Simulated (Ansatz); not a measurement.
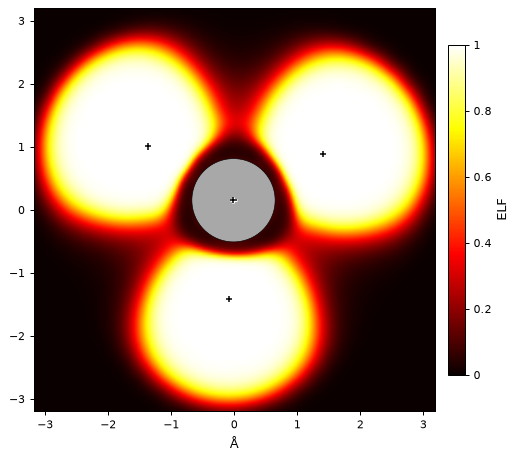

The ELF on a plane through atoms (crosses mark nuclei in the plane; grey discs cover the cores).

Method: RKS PBE/def2-SVP (Ansatz 0.2.0).

Candidates:
A. AlH3···PH3
B. H4Sn···HCl

Q: Which system is this?

A: Candidate A: AlH3···PH3 on the plane of atoms H3, Al1 and H4, which holds Al and H. Al–H (1.57 Å): the ELF climbs to about 1 towards the hydrogen.
